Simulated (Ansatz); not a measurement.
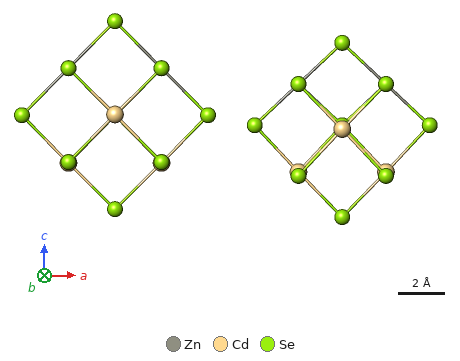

Two geometries of solid ZnCd$_{2}$Se$_{3}$ (built on the NaPr2Se3-71 type type), drawn at one scale. One is the start of a relaxation, the other its converged end. Style: ball-and-stick. Shown: the atoms within 5.0 Å of the atom that moves most (axes of the conventional cell (2 times the calculation's cell)), along the b axis. Lengths and directions refer to the drawn axes.

The calculation used DFT, PBEsol, plane waves, PAW in Ansatz. (plane-wave cutoff 420 eV; k-point mesh 6 × 6 × 6; occupations fermi dirac; smearing width 0.03 eV; no spin polarisation; cell and atoms relaxed; force threshold 0.01 eV/Å; at most 120 steps)

Question: Which geometry has the lower energy?

Answer: The right one is the relaxed one. The largest moves relative to the cell, 0.14 Å, are those of Se atoms. Largest moves by element: Se 0.14 Å, Cd 0.06 Å. Zn stays in place. Cell: a 4.112 → 3.866 Å (−6.0 %), b 5.823 → 5.536 Å (−4.9 %), c 12.460 → 11.759 Å (−5.6 %). Volume −15.6 %. Among the contacts that change: Se–Zn 2.923 → 2.655 Å, Se–Zn 2.911 → 2.768 Å, Cd–Se 2.912 → 2.773 Å, Cd–Se 2.944 → 2.832 Å. Bond angles that change, for instance: Cd–Se–Cd 178.7° → 173.0°, Se–Cd–Se 178.7° → 173.0°, Zn–Se–Zn 89.4° → 93.5°. The space group stays Immm (No. 71). The energy falls by 0.778 eV per cell of the calculation in 6 accepted moves (7 points after the start). Largest force component: 0.4 eV/Å at the start, 0.001 eV/Å at the end. The pressure goes from −8.11 to −0.01 GPa. At 1 point the geometry stayed and the basis and grid were re-selected for the new cell (energy shift of 4.8 meV per cell of the calculation at most each time). The run took 92 s on 2 threads of Arm Neoverse V2, with other jobs on the host, peak memory 0.65 GiB.
